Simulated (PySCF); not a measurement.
# C5H8OS: the cost of one run

Programs: PySCF 2.14.0, with routines of our own; each step states its level. All values are computed. Atoms count from 0.

## Step 1: The system as given

15 atoms, charge 0, multiplicity 1; geometry from: GFN2-xTB.

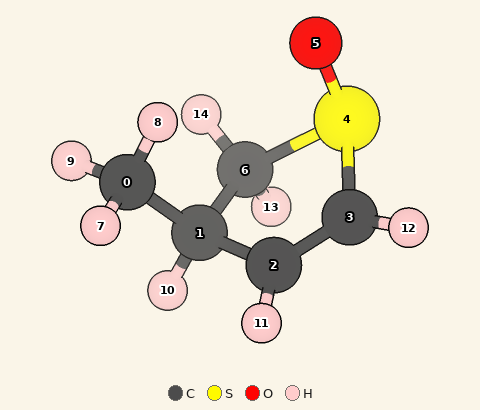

The starting geometry (carbon dark grey, sulfur yellow, oxygen red, hydrogen pink).

## Step 2: Magnetic properties: GIAO PBE0/pcSseg-1

The job: settings as JSON, then the geometry in Å.

```
{"job": {"kind": "mag", "xc": "PBE0", "basis": "pcSseg-1", "isotopologues": 2}, "charge": 0, "multiplicity": 1}
C      1.571998    -0.164948    -0.462276
C      0.406564    -0.541466     0.458678
C     -0.720505    -1.090541    -0.365080
C     -1.730740    -0.276729    -0.598325
S     -1.518776     1.381385     0.118707
O     -0.901556     2.186243    -0.940842
C     -0.153577     0.685704     1.171143
H      1.894286    -1.025626    -1.043930
H      1.259140     0.621357    -1.145260
H      2.415631     0.193408     0.123118
H      0.747633    -1.287417     1.185336
H     -0.642247    -2.091014    -0.764393
H     -2.594987    -0.470809    -1.205918
H     -0.624244     0.423450     2.117292
H      0.586967     1.464992     1.329840
```

With the program's defaults for keys left out, this is: GIAO PBE0/pcSseg-1 magnetisability, rotational g tensor and spin-rotation constants, non-relativistic, gas phase.

Started as:

```
OMP_NUM_THREADS=1 python excited_run.py task.json out
```

The driver reads the jobs from task.json and runs them one after another.

**Question.** How long does this first job take on 1 thread of Arm Neoverse N1, shared host, and how much memory does it need?

About 43 s, with a peak of 0.79 GiB.
